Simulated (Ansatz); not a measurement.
The parent structure is GaN in the wurtzite structure (space group P6_3mc, No. 186; a = 3.183 Å, c = 5.185 Å).

Perturbation: hydrostatic tension (pressure −2 GPa).

Level of theory: Kohn–Sham DFT with the PBEsol functional, run in Ansatz (a first-principles code) with PAW and 420 eV plane waves, without spin-orbit coupling.

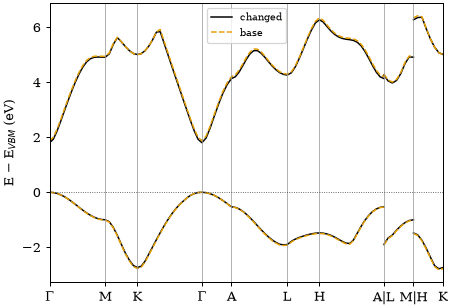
Figure: Highest valence and lowest conduction band along the path, each from its own valence-band maximum

Question: Read the changed gap and its character from the plot.

Answer: About 1.8 eV, direct at Γ.

Load acts through the strain it causes; cell and atoms are relaxed under it. Stability against distortions was not tested.
